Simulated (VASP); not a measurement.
Band structure of HfN (rock salt). Calculation: PBE GGA, VASP's PBE PAW potentials (set 64) (plane waves; VASP).

Unless said otherwise, spin-orbit coupling is left out, though it shifts the bands of the heavy elements here.

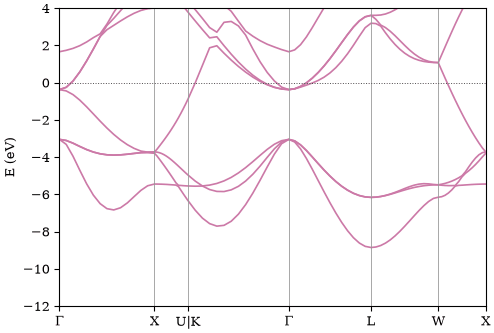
Figure: Bands along high-symmetry lines, zero at the valence-band maximum or, without a gap, the Fermi level

Question: Read the plot: is there a gap, and where are the band edges?

Answer: It has no gap at this level: it comes out as a metal or semimetal. (Edges off the drawn lines would not show.)

The compound is HfN in the rock salt structure. It was relaxed first. The electron count is odd and the run is not spin-polarised, which forces a metal.
